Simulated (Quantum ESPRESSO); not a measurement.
# Voltage at the next charge: Be(0001), 4 layers against an electrode

Method. Quantum ESPRESSO 7.5, PBEsol, GBRV ultrasoft; ESM with bc3, a metal electrode 4.98 Å above the top atoms; cell area 4.542 Å²; ions fixed. V is the potential energy of an electron at the electrode over the slab's Fermi level, divided by e, so that it equals the work function at zero charge; positive charge removes electrons.

```
charge (e a cell)  V (V)
                0  5.396
           0.0068  6.359
           0.0136  7.330
```

**Question.** What is V at a charge of 0.0272 e, and what capacitance do the rows imply?

By hand: The last two rows give dV/dq = (7.330 − 6.359)/(0.0136 − 0.0068) = 142.8 V/e, so C = 1602/(4.542 × 142.8) = 2.47 µF/cm², an effective gap of 8.854/2.47 = 3.58 Å. At constant C, V = 7.330 + 142.8 × 0.0136 = 9.27 V.

**The withheld run.** V = 9.295 V; the estimate misses by −0.02 V, 1.2 % of the step. Over the three intervals C goes 2.49, 2.47 and 2.44 µF/cm².

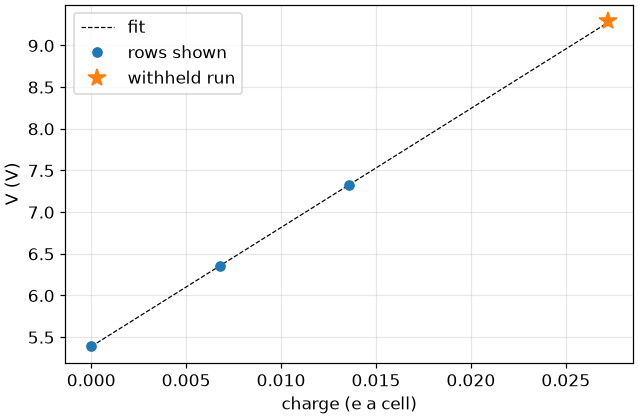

The rows shown, the fit and the withheld run.

**Limits.** Vacuum fills the gap; a dielectric or electrolyte would change C. The slab is thin.

[Logs are printed without paths, hosts, clocks, repeated set-up lines and the standing remarks that a program may print on its own settings, such as how far it seeks lower states.]
